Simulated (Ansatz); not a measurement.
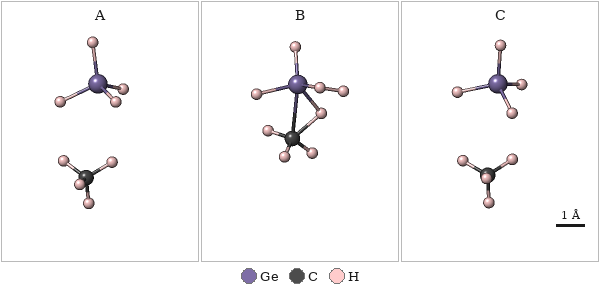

3 geometries from a converged minimum-energy path of CH$_{8}$Ge, made up at the start of CH6Ge and H₂, shuffled. A ball-and-stick model, seen at a tilt.

Level of theory: RKS B3LYP-D4/def2-SVP in Ansatz. Set-up: 7 movable images; climbing image; force threshold 0.05 eV/Å; iteration limit 60; starting path through a guess of the saddle point.

Q: Which frame is the transition state?

A: B. In order along the path, whose images run from 0 to 8: B (image 3, +3.36 eV), A (image 7, −0.51 eV), C (image 8, −0.52 eV). Breaking: C–Ge (1.97 → 3.81 Å), H–H (0.76 → 2.86 Å). Forming: C–H (3.77 → 1.10 Å), Ge–H (3.41 → 1.54 Å).

Limits of the set-up: the start holds two separate molecules, 2.9 Å apart at their closest, whose relative position is a soft coordinate.
